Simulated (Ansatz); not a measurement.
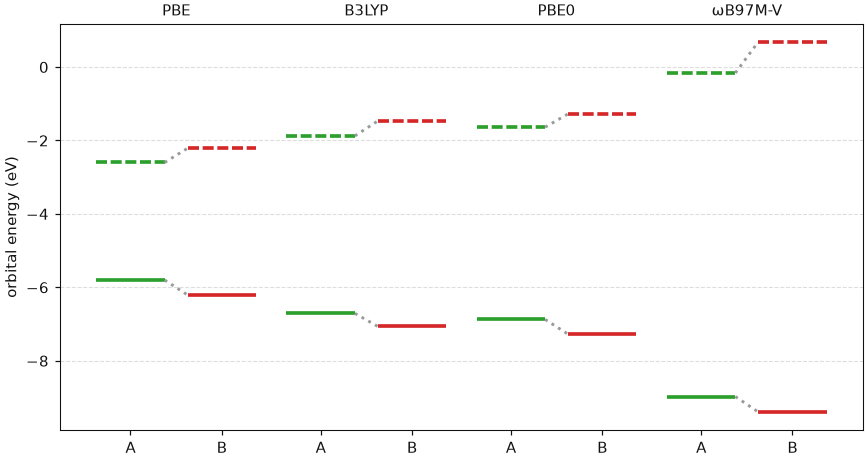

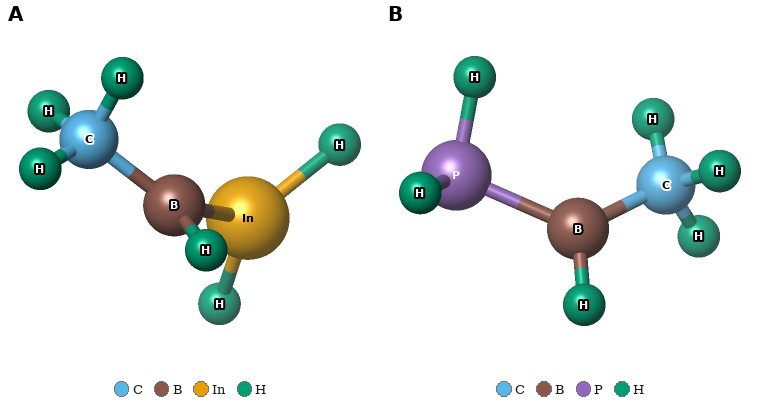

One change: A, CH₆BIn (SMILES C[BH][InH2]), becomes B, CH₆BP (SMILES CBP). InH₂ on B is replaced by PH₂. HOMO (solid) and LUMO (dashed) computed in def2-TZVPP at PBE0-D4/def2-TZVP geometries, both minima by their frequencies, gas phase, the Ansatz code. Empty levels above zero depend strongly on the basis.

Question: What does the change do to HOMO and LUMO?

Answer: PBE: the HOMO falls by 0.41 eV, the LUMO rises by 0.39 eV, and the separation goes from 3.20 to 3.99 eV. B3LYP: the HOMO falls by 0.35 eV, the LUMO rises by 0.41 eV, and the separation goes from 4.83 to 5.59 eV. PBE0: the HOMO falls by 0.40 eV, the LUMO rises by 0.36 eV, and the separation goes from 5.24 to 5.99 eV. ωB97M-V: the HOMO falls by 0.42 eV, the LUMO rises by 0.84 eV, and the separation goes from 8.81 to 10.07 eV.

Question: Do the functionals agree on the effect?

Answer: They agree on the direction for both levels; the HOMO shift lies between −0.42 and −0.35 eV and the LUMO shift between 0.36 and 0.84 eV, while the separations themselves differ by up to 6.1 eV between functionals.

Note: core potentials past krypton; spin-orbit coupling is left out, and with In it can shift these values.
